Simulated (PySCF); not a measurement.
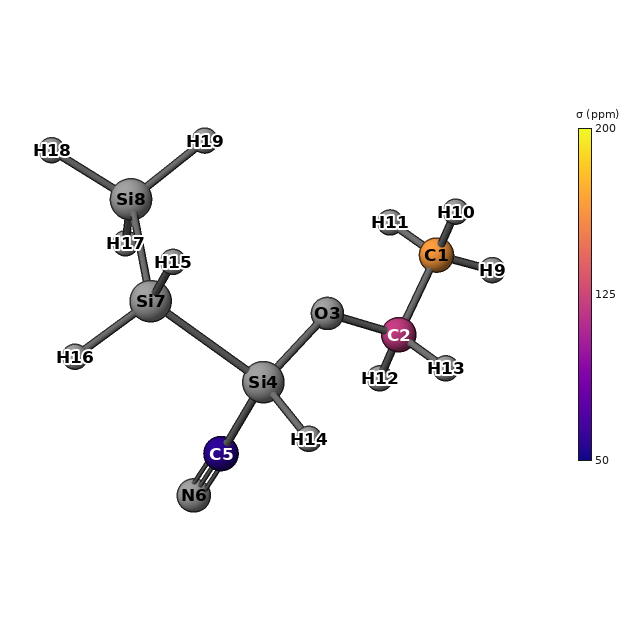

Atoms are coloured by their isotropic NMR shieldings (C only, the others grey). The geometry was computed by an optimisation with PBE0-D3(BJ)/def2-SVP. No frequency run is at hand to confirm it as a minimum. Method: GIAO PBE0/pcSseg-1 NMR shielding, non-relativistic, gas phase (PySCF 2.14.0).

List the isotropic NMR shieldings of the C atoms.

```tsv
atom	σ (ppm)
C1	164.8
C2	119.3
C5	58.4
```
